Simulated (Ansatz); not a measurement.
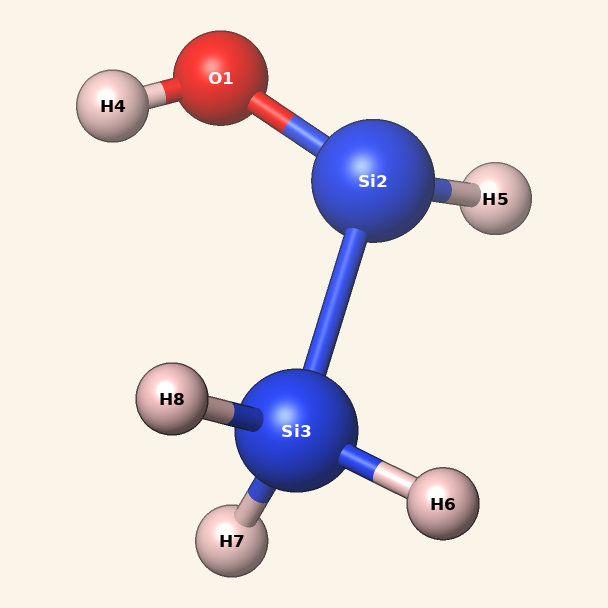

Figure made from data computed with Ansatz.

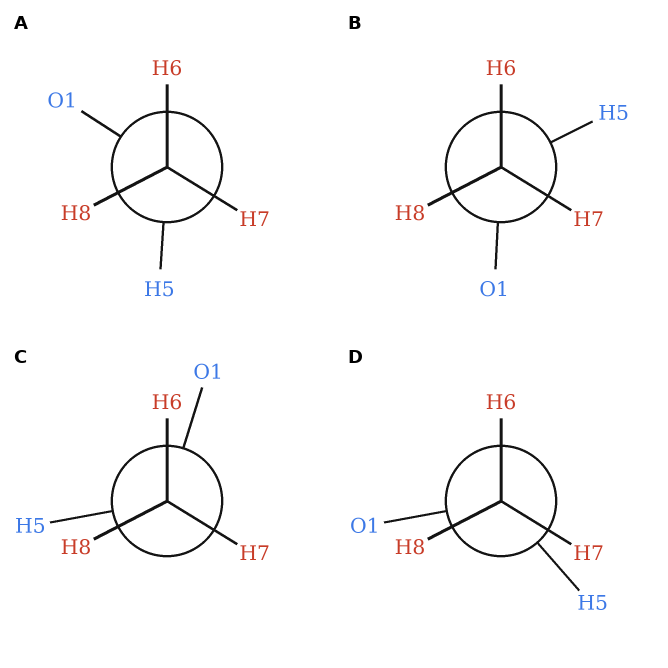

Depth is shown by fading: the farther an atom, the more it takes the colour of the background. Bonds that would overlap in a projection are set slightly apart. The species is neutral and a spin doublet. Geometry: moved along internal coordinates away from the minimum.

Which Newman projection shows the view along Si3–Si2, with Si3 in front?

Answer. B. The torsion angle H6–Si3–Si2–O1 is −177°, antiperiplanar (anti).
